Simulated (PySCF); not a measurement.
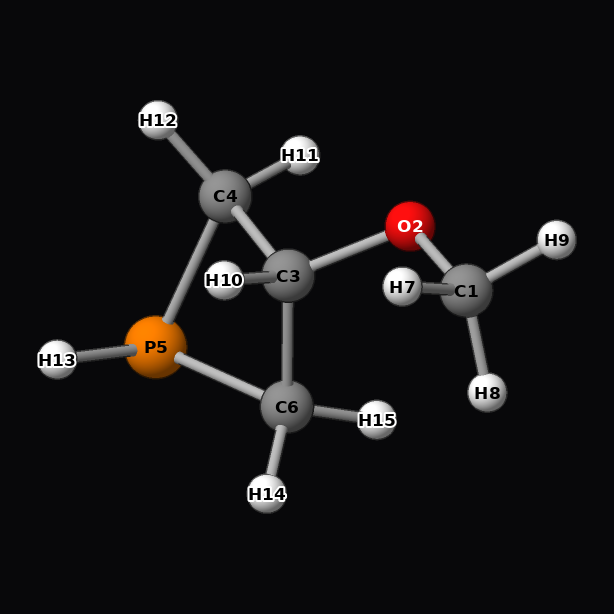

The questions are on isotropic NMR shieldings of the C atoms. Computed geometry: GFN2-xTB optimisation. No frequency run is at hand to confirm it as a minimum. Method: GIAO PBE0/pcSseg-1 NMR shielding, non-relativistic, gas phase (PySCF 2.14.0).

List the isotropic NMR shieldings of the C atoms.

| atom | σ (ppm) |
| --- | --- |
| C1 | 130.3 |
| C3 | 105.7 |
| C4 | 159.2 |
| C6 | 159.6 |

The geometry is semi-empirical. Around P such bond lengths and angles can be off by a tenth of an ångström or more and by several degrees, and values that hang on the shape move with them.
